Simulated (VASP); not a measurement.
Band structure of GaIn$_{3}$As$_{4}$ (ordered alloy cell). These are PBEsol GGA, VASP's PBE PAW potentials (set 64) (plane waves; VASP) values and carry that method's errors.

Unless said otherwise, spin-orbit coupling is left out, though it shifts the bands of the heavy elements here.

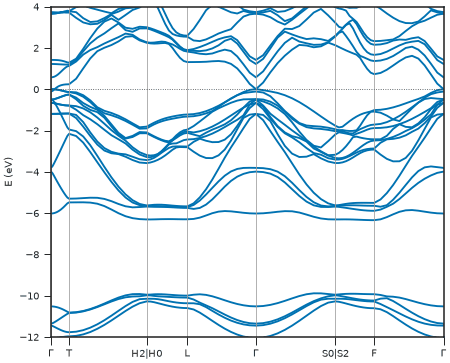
Bands along high-symmetry lines, zero at the valence-band maximum or, without a gap, the Fermi level

**Question.** Read the plot: is there a gap, and where are the band edges?

**Answer.** It has no gap at this level: it comes out as a metal or semimetal. (Edges off the drawn lines would not show.)

The structure was generated: GaIn3As4 was put into an ordered model structure (R3m), which need not be its known phase. It was relaxed first.
